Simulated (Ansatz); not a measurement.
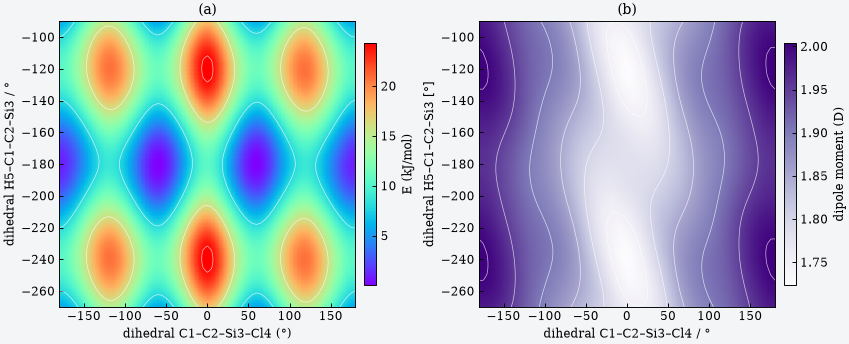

C₂H₇ClSi, SMILES CC[SiH2]Cl. 
- First axis: dihedral C1–C2–Si3–Cl4. Second axis: dihedral H5–C1–C2–Si3.
- Nothing is relaxed (all other coordinates rigid).
- The scan uses a 12 × 11 grid.
- Points are written as (first, second).
- Energies: kJ/mol, counted from the lowest grid point.
- Theory: Ansatz 0.2.0, RKS SPW92 (LDA)/def2-TZVP.

Panel (a) is the energy and panel (b) the computed dipole moment on the same grid.

In the figure: a smooth colour map with a few white contour lines. Between grid points the surface is interpolated.

How does the dipole moment vary over the map, and what is it at the lowest grid point?

Answer. Leaving out the highest fifth of the energies, it runs from 1.76 D at (30°, −144°) to 2.00 D at (−180°, −234°). At the lowest grid point, (−60°, −180°), it is 1.81 D.
